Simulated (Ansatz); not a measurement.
# ClH₃O₄W: a spread of methods and bases

How do the results and run time of ClH₃O₄W respond when the settings are drawn wide?

Method: the settings change from run to run; program: Ansatz 0.2.0, Gaussian basis.

### Step 1. The relaxed structure

The structure was relaxed beforehand with PBE0-D4 in a triple-zeta def2 set. W takes a core potential in def2 sets; no spin-orbit term is included.

SMILES `[O]=[W]([OH])([OH])([OH])[Cl]`, 9 atoms, charge 0, spin multiplicity 1.

Atoms are counted from 1 here; the program's logs count them from 0.

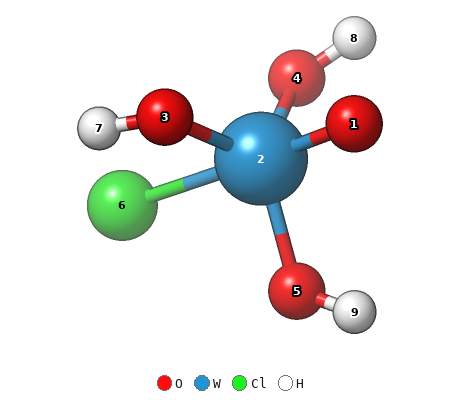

The geometry (oxygen red, tungsten blue, chlorine green, hydrogen white); atoms are numbered from 1 in the order of the file.

### Step 2. B2PLYP/def2-mTZVP

in.yaml

```yaml
crystal:
  periodic: [false, false, false]
  atoms:
    - {symbol: O, position_ang: [0.017670, -1.250389, 1.311593]}
    - {symbol: W, position_ang: [0.029791, -0.082603, 0.077307]}
    - {symbol: O, position_ang: [1.899479, -0.151013, -0.093634]}
    - {symbol: O, position_ang: [-1.059968, -1.041737, -1.108412]}
    - {symbol: O, position_ang: [-0.775369, 1.275577, 1.087644]}
    - {symbol: Cl, position_ang: [0.173250, 1.571165, -1.685485]}
    - {symbol: H, position_ang: [2.228299, 0.452222, -0.772883]}
    - {symbol: H, position_ang: [-1.395424, -1.899648, -0.828676]}
    - {symbol: H, position_ang: [-1.029328, 1.080125, 1.995447]}
basis:
  gaussian: {orbitals: def2-mTZVP}
hamiltonian: {xc: {name: B2PLYP}}
output: {forces: true}
```

Command:

```bash
ansatz run in.yaml --threads 4 --pin off --events-out ev --progress --plain --max-ram 11315MiB
```

Log, shortened:

```text
Functional definition: B2PLYP
  name "B2PLYP"
  cite "Grimme, J. Chem. Phys. 124, 034108 (2006) doi:10.1063/1.2148954"
  cite "Becke, Phys. Rev. A 38, 3098 (1988) doi:10.1103/PhysRevA.38.3098"
  cite "Lee, Yang & Parr, Phys. Rev. B 37, 785 (1988) doi:10.1103/PhysRevB.37.785"
[...]
1546 factors; integrals over basis functions are off by at most 1.0e-3 eV
[...]
mean field -22566.94514834 eV, -829.3199377765 hartree, gradient 9.6e-6 eV, S^2 0.000000; 0 other end points of the search recorded, 0 dependent functions left out
9 core orbitals not correlated: weight in the atoms' cores, before any rotation towards them, 1.000 or more for the frozen orbitals, at most 0.000 for the correlated occupied ones
reference -22566.94531400 eV, -829.3199438646 hartree; 24, 24 occupied and 130, 130 virtual orbitals, 1546 factors
second order -46.21603846 eV of doubles, -0.00000000 eV of singles
[...]
Total energy: -22579.42364439 eV, -829.7785140481 hartree
Atom 0 at     0.017670    -1.250389     1.311593 Å, force     0.030753    -1.228741     1.292778 eV/Å
Atom 1 at     0.029791    -0.082603     0.077307 Å, force    -0.004704     0.674503    -0.711332 eV/Å
Atom 2 at     1.899479    -0.151013    -0.093634 Å, force     0.719430    -0.265109     0.186348 eV/Å
Atom 3 at    -1.059968    -1.041737    -1.108412 Å, force    -0.387030    -0.140558    -0.642010 eV/Å
Atom 4 at    -0.775369     1.275577     1.087644 Å, force    -0.284488     0.691765     0.147403 eV/Å
Atom 5 at     0.173250     1.571165    -1.685485 Å, force     0.022223     0.489549    -0.519627 eV/Å
Atom 6 at     2.228299     0.452222    -0.772883 Å, force     0.174503     0.191097    -0.224146 eV/Å
Atom 7 at    -1.395424    -1.899648    -0.828676 Å, force    -0.154056    -0.358993     0.090626 eV/Å
Atom 8 at    -1.029328     1.080125     1.995447 Å, force    -0.116631    -0.053513     0.379959 eV/Å
Dipole moment:    -0.182016    -0.436869     0.483843 e Å
```

Run time: 13 s. Hardware: 4 threads of Arm Neoverse V1, shared host; peak memory 0.61 GiB.

Largest force 1.784 eV/Å, dipole 3.25 D.

### Step 3. B3LYP5/def2-mTZVP

Set apart from the defaults: unrestricted orbitals, high accuracy.

in.yaml: that of step 2 with these lines changed.

```diff
@@ -14,3 +14,4 @@
   gaussian: {orbitals: def2-mTZVP}
-hamiltonian: {xc: {name: B2PLYP}}
-output: {forces: true}
+magnetization: {spin_polarized: true, initial_magnetization: 0}
+hamiltonian: {xc: {name: B3LYP5}}
+accuracy: high
```

The command is unchanged.

Log, shortened:

```text
Functional definition: B3LYP5
  name "B3LYP5"
  cite "Stephens, Devlin, Chabalowski & Frisch, J. Phys. Chem. 98, 11623 (1994) doi:10.1021/j100096a001"
  cite "Becke, Phys. Rev. A 38, 3098 (1988) doi:10.1103/PhysRevA.38.3098"
  cite "Lee, Yang & Parr, Phys. Rev. B 37, 785 (1988) doi:10.1103/PhysRevB.37.785"
  cite "Vosko, Wilk & Nusair, Can. J. Phys. 58, 1200 (1980) doi:10.1139/p80-159"
[...]
3173 factors; integrals over basis functions are off by at most 6.3e-9 eV
[...]
mean field -22588.19974743 eV, -830.1010298865 hartree, gradient 9.2e-8 eV, S^2 0.000000; 0 other end points of the search recorded, 0 dependent functions left out
reference -22588.19979121 eV, -830.1010314954 hartree; 33, 33 occupied and 130, 130 virtual orbitals, 3173 factors
Total energy: -22588.19979121 eV, -830.1010314954 hartree
```

Run time: 14 s. Hardware: 4 threads of Arm Neoverse V1, shared host; peak memory 1.2 GiB.

⟨S²⟩ 0.000.

### Step 4. CCSD/def2-SVPD

This run has unrestricted orbitals, correlated electrons set to outside_noble_gas, the search for lower states set to full.

in.yaml: that of step 3 with these lines changed.

```diff
@@ -13,5 +13,6 @@
 basis:
-  gaussian: {orbitals: def2-mTZVP}
+  gaussian: {orbitals: def2-SVPD}
 magnetization: {spin_polarized: true, initial_magnetization: 0}
-hamiltonian: {xc: {name: B3LYP5}}
-accuracy: high
+hamiltonian: {xc: {name: HF}}
+correlation: {method: ccsd, electrons: outside_noble_gas}
+scf: {lower_state_search: full}
```

Launched as before.

Log, shortened:

```text
Functional definition: HF
  name "HF"
  cite "Fock, Z. Phys. 61, 126 (1930) doi:10.1007/BF01340294"
  parent pbe
[...]
1686 factors; integrals over basis functions are off by at most 1.0e-3 eV
[...]
mean field -22500.23612010 eV, -826.8684262060 hartree, gradient 2.3e-6 eV, S^2 0.000000; 9 other end points of the search recorded, 0 dependent functions left out
determinant -22500.23612010 eV, -826.8684262060 hartree, with singles and doubles -22532.24715518 eV, -828.0448100472 hartree
determinant -22496.78268532 eV, -826.7415148185 hartree, with singles and doubles -22526.77172503 eV, -827.8435917006 hartree
13 core orbitals not correlated: weight in the atoms' cores, before any rotation towards them, 0.984 or more for the frozen orbitals, at most 0.012 for the correlated occupied ones
reference -22500.23612010 eV, -826.8684262060 hartree; 20, 20 occupied and 145, 145 virtual orbitals, 1686 factors
second order -32.88183454 eV of doubles, -0.00000000 eV of singles
cycle   1  -31.94428507 eV  change   -7.1e-1 eV  update   4.1e-2
[...]
cycle   9  -32.01575177 eV  change   -2.1e-5 eV  update   2.6e-5
Total energy: -22532.25187187 eV, -828.0449833824 hartree
```

Run time: 3 min. Hardware: 4 threads of Arm Neoverse V1, shared host; peak memory 5.7 GiB.

⟨S²⟩ 0.000, T1 0.024.

### Step 5. wPBEh/x2c-TZVPPall

This run has the search for lower states set to off.

in.yaml: that of step 4 with these lines changed.

```diff
@@ -13,6 +13,5 @@
 basis:
-  gaussian: {orbitals: def2-SVPD}
-magnetization: {spin_polarized: true, initial_magnetization: 0}
-hamiltonian: {xc: {name: HF}}
-correlation: {method: ccsd, electrons: outside_noble_gas}
-scf: {lower_state_search: full}
+  gaussian: {orbitals: x2c-TZVPPall}
+hamiltonian: {xc: {name: wPBEh}}
+scf: {lower_state_search: off}
+output: {forces: true}
```

Same command.

Log, shortened:

```text
Functional definition: wPBEh
  name "wPBEh"
  cite "Heyd, Scuseria & Ernzerhof, J. Chem. Phys. 118, 8207 (2003) doi:10.1063/1.1564060"
  cite "Krukau, Vydrov, Izmaylov & Scuseria, J. Chem. Phys. 125, 224106 (2006) doi:10.1063/1.2404663"
  cite "Heyd & Scuseria, J. Chem. Phys. 120, 7274 (2004) doi:10.1063/1.1668634"
  cite "Ernzerhof & Perdew, J. Chem. Phys. 109, 3313 (1998) doi:10.1063/1.476928"
  cite "Perdew, Burke & Ernzerhof, Phys. Rev. Lett. 77, 3865 (1996) doi:10.1103/PhysRevLett.77.3865"
  parent pbe
[...]
2049 factors; their error is unknown
110 factors; integrals over basis functions are off by at most 5.4e-7 eV
[...]
mean field -460135.56973089 eV, -16909.6702965191 hartree, gradient 6.3e-6 eV, S^2 0.000000; 0 other end points of the search recorded, 0 dependent functions left out
[...]
Atom 0 at     0.017670    -1.250389     1.311593 Å, force     0.013393     0.147701    -0.157835 eV/Å
Atom 1 at     0.029791    -0.082603     0.077307 Å, force    -0.006276    -0.099968     0.106207 eV/Å
Atom 2 at     1.899479    -0.151013    -0.093634 Å, force    -0.133776     0.057820    -0.043454 eV/Å
Atom 3 at    -1.059968    -1.041737    -1.108412 Å, force     0.062877     0.027209     0.106172 eV/Å
Atom 4 at    -0.775369     1.275577     1.087644 Å, force     0.045689    -0.114759    -0.027808 eV/Å
Atom 5 at     0.173250     1.571165    -1.685485 Å, force    -0.010327    -0.044930     0.048370 eV/Å
Atom 6 at     2.228299     0.452222    -0.772883 Å, force    -0.043134    -0.057435     0.066379 eV/Å
Atom 7 at    -1.395424    -1.899648    -0.828676 Å, force     0.041035     0.084585    -0.008721 eV/Å
Atom 8 at    -1.029328     1.080125     1.995447 Å, force     0.030519    -0.000223    -0.089309 eV/Å
Dipole moment:    -0.187584    -0.337531     0.379749 e Å
Checks for a lower state left out: stability, starts, cluster_reference, orbital_swaps, neighbouring_geometries, increment
```

Run time: 17 s. Hardware: 4 threads of Arm Neoverse V1, shared host; peak memory 1.6 GiB.

Largest force 0.217 eV/Å, dipole 2.60 D.

### Step 6. B3LYP/def2-SVP

Set apart from the defaults: multiplicity 3, restricted open-shell orbitals, D3(BJ) dispersion, high accuracy.

in.yaml: that of step 5 with these lines changed.

```diff
@@ -13,5 +13,6 @@
 basis:
-  gaussian: {orbitals: x2c-TZVPPall}
-hamiltonian: {xc: {name: wPBEh}}
-scf: {lower_state_search: off}
+  gaussian: {orbitals: def2-SVP}
+magnetization: {spin_polarized: false, initial_magnetization: 2}
+hamiltonian: {xc: {name: B3LYP}, dispersion: d3bj}
+accuracy: high
 output: {forces: true}
```

The command is unchanged.

Log, shortened:

```text
Functional definition: B3LYP
  name "B3LYP"
  cite "Stephens, Devlin, Chabalowski & Frisch, J. Phys. Chem. 98, 11623 (1994) doi:10.1021/j100096a001"
  cite "Becke, Phys. Rev. A 38, 3098 (1988) doi:10.1103/PhysRevA.38.3098"
  cite "Lee, Yang & Parr, Phys. Rev. B 37, 785 (1988) doi:10.1103/PhysRevB.37.785"
  cite "Vosko, Wilk & Nusair, Can. J. Phys. 58, 1200 (1980) doi:10.1139/p80-159"
[...]
2737 factors; integrals over basis functions are off by at most 1.1e-8 eV
[...]
mean field -22576.94877461 eV, -829.6875642614 hartree, gradient 8.4e-8 eV, S^2 2.000000; 9 other end points of the search recorded, 0 dependent functions left out
[...]
reference -22576.94882073 eV, -829.6875659562 hartree; 34, 32 occupied and 87, 89 virtual orbitals, 2737 factors
Total energy: -22577.39506509 eV, -829.7039651339 hartree
Atom 0 at     0.017670    -1.250389     1.311593 Å, force    -0.216473    -3.738725     3.975314 eV/Å
Atom 1 at     0.029791    -0.082603     0.077307 Å, force    -1.278942     2.392165    -2.362574 eV/Å
Atom 2 at     1.899479    -0.151013    -0.093634 Å, force     1.028275     0.188780    -0.331461 eV/Å
Atom 3 at    -1.059968    -1.041737    -1.108412 Å, force    -0.439192    -0.366111    -0.618623 eV/Å
Atom 4 at    -0.775369     1.275577     1.087644 Å, force    -0.309848     0.686323     0.378638 eV/Å
Atom 5 at     0.173250     1.571165    -1.685485 Å, force     0.471877     0.913848    -1.025206 eV/Å
Atom 6 at     2.228299     0.452222    -0.772883 Å, force     0.754210     0.261435    -0.374228 eV/Å
Atom 7 at    -1.395424    -1.899648    -0.828676 Å, force    -0.030425    -0.375727    -0.017430 eV/Å
Atom 8 at    -1.029328     1.080125     1.995447 Å, force     0.020517     0.038012     0.375570 eV/Å
Dipole moment:    -0.077118    -0.071050     0.084447 e Å
```

It took 45 s on 4 threads of Arm Neoverse V1, shared host; peak memory 0.87 GiB.

Largest force 5.462 eV/Å, dipole 0.65 D.

### Step 7. r2SCANh/def2-TZVPD

in.yaml: that of step 6 with these lines changed.

```diff
@@ -13,6 +13,3 @@
 basis:
-  gaussian: {orbitals: def2-SVP}
-magnetization: {spin_polarized: false, initial_magnetization: 2}
-hamiltonian: {xc: {name: B3LYP}, dispersion: d3bj}
-accuracy: high
-output: {forces: true}
+  gaussian: {orbitals: def2-TZVPD}
+hamiltonian: {xc: {name: r2SCANh}}
```

Same command.

Log, shortened:

```text
Functional definition: r2SCANh
  name "r2SCANh"
  cite "Bursch, Neugebauer, Ehlert & Grimme, J. Chem. Phys. 156, 134105 (2022) doi:10.1063/5.0086040"
  cite "Furness, Kaplan, Ning, Perdew & Sun, J. Phys. Chem. Lett. 11, 8208 (2020) doi:10.1021/acs.jpclett.0c02405"
  cite "Furness, Kaplan, Ning, Perdew & Sun, J. Phys. Chem. Lett. 11, 9248 (2020) doi:10.1021/acs.jpclett.0c03077"
  parent r2scan
[...]
1515 factors; their error is unknown
[...]
mean field -22590.90620284 eV, -830.2004902881 hartree, gradient 2.5e-5 eV, S^2 0.000000; 0 other end points of the search recorded, 0 dependent functions left out
reference -22590.90622973 eV, -830.2004912765 hartree; 33, 33 occupied and 243, 243 virtual orbitals, 1515 factors
Total energy: -22590.90622973 eV, -830.2004912765 hartree
```

Wall time 9 s (4 threads of Arm Neoverse V1, shared host); peak memory 0.72 GiB.

### Step 8. MP2/def2-mTZVP

Options: unrestricted orbitals, high accuracy.

in.yaml: that of step 7 with these lines changed.

```diff
@@ -13,3 +13,7 @@
 basis:
-  gaussian: {orbitals: def2-TZVPD}
-hamiltonian: {xc: {name: r2SCANh}}
+  gaussian: {orbitals: def2-mTZVP}
+magnetization: {spin_polarized: true, initial_magnetization: 0}
+hamiltonian: {xc: {name: HF}}
+correlation: {method: mp2}
+accuracy: high
+output: {forces: true}
```

The command is unchanged.

Log, shortened:

```text
Functional definition: HF
  name "HF"
  cite "Fock, Z. Phys. 61, 126 (1930) doi:10.1007/BF01340294"
  parent pbe
[...]
3173 factors; integrals over basis functions are off by at most 6.3e-9 eV
[...]
mean field -22512.68677838 eV, -827.3259794583 hartree, gradient 1.1e-8 eV, S^2 0.000000; 4 other end points of the search recorded, 0 dependent functions left out
9 core orbitals not correlated: weight in the atoms' cores, before any rotation towards them, 1.000 or more for the frozen orbitals, at most 0.000 for the correlated occupied ones
reference -22512.68677838 eV, -827.3259794583 hartree; 24, 24 occupied and 130, 130 virtual orbitals, 3173 factors
second order -36.81781361 eV of doubles, -0.00000000 eV of singles
[...]
Total energy: -22549.50459199 eV, -828.6790091523 hartree
Atom 0 at     0.017670    -1.250389     1.311593 Å, force     0.076660    -1.565898     1.642541 eV/Å
Atom 1 at     0.029791    -0.082603     0.077307 Å, force    -0.000856     1.068127    -1.127204 eV/Å
Atom 2 at     1.899479    -0.151013    -0.093634 Å, force     0.731348    -0.512342     0.445690 eV/Å
Atom 3 at    -1.059968    -1.041737    -1.108412 Å, force    -0.343091     0.022771    -0.729683 eV/Å
Atom 4 at    -0.775369     1.275577     1.087644 Å, force    -0.251577     0.765743    -0.025117 eV/Å
Atom 5 at     0.173250     1.571165    -1.685485 Å, force     0.016281     0.511021    -0.541554 eV/Å
Atom 6 at     2.228299     0.452222    -0.772883 Å, force     0.226909     0.375661    -0.425691 eV/Å
Atom 7 at    -1.395424    -1.899648    -0.828676 Å, force    -0.259825    -0.593277     0.133459 eV/Å
Atom 8 at    -1.029328     1.080125     1.995447 Å, force    -0.195848    -0.071806     0.627558 eV/Å
Dipole moment:    -0.184125    -0.531171     0.583638 e Å
```

It took 39 s on 4 threads of Arm Neoverse V1, shared host; peak memory 1.2 GiB.

Largest force 2.271 eV/Å, dipole 3.89 D, ⟨S²⟩ 0.000.

### Step 9. wB97X/def2-TZVPP

Set apart from the defaults: multiplicity 3.

in.yaml: that of step 8 with these lines changed.

```diff
@@ -13,7 +13,5 @@
 basis:
-  gaussian: {orbitals: def2-mTZVP}
-magnetization: {spin_polarized: true, initial_magnetization: 0}
-hamiltonian: {xc: {name: HF}}
-correlation: {method: mp2}
-accuracy: high
+  gaussian: {orbitals: def2-TZVPP}
+magnetization: {spin_polarized: true, initial_magnetization: 2}
+hamiltonian: {xc: {name: wB97X}}
 output: {forces: true}
```

Same command.

Log, shortened:

```text
Functional definition: wB97X
  name "wB97X"
  cite "Chai & Head-Gordon, J. Chem. Phys. 128, 084106 (2008) doi:10.1063/1.2834918"
  cite "Becke, J. Chem. Phys. 107, 8554 (1997) doi:10.1063/1.475007"
[...]
  # The coefficients of nought are those of the uniform gas.
[...]
      + exact_x_lr(omega)
[...]
      + integral(e_c_pw_opposite_spin*poly(b97_u_opposite, 1, cos1, cos2, cos3, cos4))
1431 factors; their error is unknown
284 factors; integrals over basis functions are off by at most 2.6e-5 eV
[...]
mean field -22589.04050789 eV, -830.1319272633 hartree, gradient 8.1e-8 eV, S^2 2.018805; 12 other end points of the search recorded, 0 dependent functions left out
[...]
reference -22589.04047688 eV, -830.1319261239 hartree; 34, 32 occupied and 230, 232 virtual orbitals, 1431 factors
Total energy: -22589.04047688 eV, -830.1319261239 hartree
Atom 0 at     0.017670    -1.250389     1.311593 Å, force    -0.068258    -3.244889     3.432910 eV/Å
Atom 1 at     0.029791    -0.082603     0.077307 Å, force     0.436052     2.418550    -2.603963 eV/Å
Atom 2 at     1.899479    -0.151013    -0.093634 Å, force     0.452683     0.366216    -0.446226 eV/Å
Atom 3 at    -1.059968    -1.041737    -1.108412 Å, force    -0.551561    -0.454748    -0.481817 eV/Å
Atom 4 at    -0.775369     1.275577     1.087644 Å, force    -0.424606     0.565830     0.488403 eV/Å
Atom 5 at     0.173250     1.571165    -1.685485 Å, force     0.031975     0.501977    -0.534561 eV/Å
Atom 6 at     2.228299     0.452222    -0.772883 Å, force     0.217520    -0.240142     0.225258 eV/Å
Atom 7 at    -1.395424    -1.899648    -0.828676 Å, force    -0.034910     0.137885     0.050402 eV/Å
Atom 8 at    -1.029328     1.080125     1.995447 Å, force    -0.058895    -0.050679    -0.130405 eV/Å
Dipole moment:    -0.072900    -0.118989     0.135030 e Å
```

It took 7.6 min on 4 threads of Arm Neoverse V1, shared host; peak memory 1.7 GiB.

Largest force 4.724 eV/Å, dipole 0.93 D, ⟨S²⟩ 2.019.

### Step 10. The runs in one table

| level | charge | multiplicity | geometry | functions | energy (eV) | time |
| --- | --- | --- | --- | --- | --- | --- |
| B2PLYP/def2-mTZVP | 0 | 1 | relaxed | 163 | -22579.424 | 13 s |
| B3LYP5/def2-mTZVP | 0 | 1 | relaxed | 163 | -22588.200 | 14 s |
| CCSD/def2-SVPD | 0 | 1 | relaxed | 178 | -22532.252 | 3 min |
| wPBEh/x2c-TZVPPall | 0 | 1 | relaxed | 305 | -460135.570 | 17 s |
| B3LYP/def2-SVP | 0 | 3 | relaxed | 121 | -22577.395 | 45 s |
| r2SCANh/def2-TZVPD | 0 | 1 | relaxed | 276 | -22590.906 | 9 s |
| MP2/def2-mTZVP | 0 | 1 | relaxed | 163 | -22549.505 | 39 s |
| wB97X/def2-TZVPP | 0 | 3 | relaxed | 264 | -22589.040 | 7.6 min |

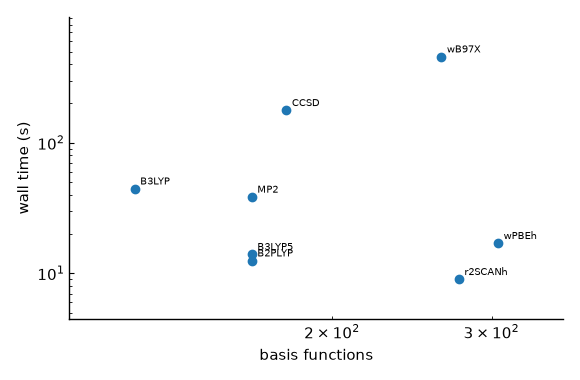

Wall time against the number of basis functions (shared host).

### Step 11. Results

| quantity | value |
| --- | --- |
| runs | 8 |
| quickest | r2SCANh/def2-TZVPD, 9 s |
| slowest | wB97X/def2-TZVPP, 7.6 min |
| spread of total energies, same state and geometry | 437603.3 eV |
| dipole, same state and geometry | 2.60 to 3.89 D |

**Reading.** Run time spans a factor of 51, from r2SCANh/def2-TZVPD to wB97X/def2-TZVPP. The jobs differ in tasks and options as well as level. The totals spread over 437603 eV; they can't be compared across methods or bases. Some of these runs are scalar-relativistic and others not, which shifts the totals of all-electron atoms past neon by several eV an atom and more; core potentials, where a basis has them, take the core out of the total altogether. At the PBE0-D4/def2-TZVP geometry and in the same state, the sound runs without point charges leave forces up to 2.27 eV/Å (MP2/def2-mTZVP). At that geometry and state the dipole changes by 50 % between the lowest and highest value.
